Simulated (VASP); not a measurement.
Given:

```
Os
1.0
    1.38207    -2.39382     0.00000
    1.38207     2.39382     0.00000
    0.00000     0.00000     4.35459
Os
2
Direct
  0.33333   0.66667   0.25000
  0.66667   0.33333   0.75000
```

All values below come from RPBE GGA, VASP's PBE PAW potentials (set 64) (plane waves; VASP 6.6.1). Run with 520 eV cut-off, 17×17×10 Γ-centred mesh, tetrahedra with Blöchl corrections, potentials Os.

Unless said otherwise, spin-orbit coupling is left out, though it shifts the bands of the heavy elements here.

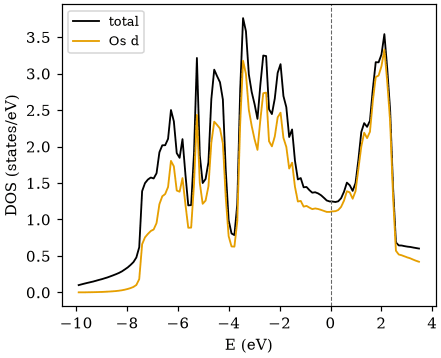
Figure: Total and projected density of states, zero at the Fermi level

Within 2 eV below the Fermi level the largest weight inside VASP's projection spheres is Os d.

It has no gap at this level: it comes out as a metal or semimetal.

The compound is Os in the hcp structure. It was relaxed first.
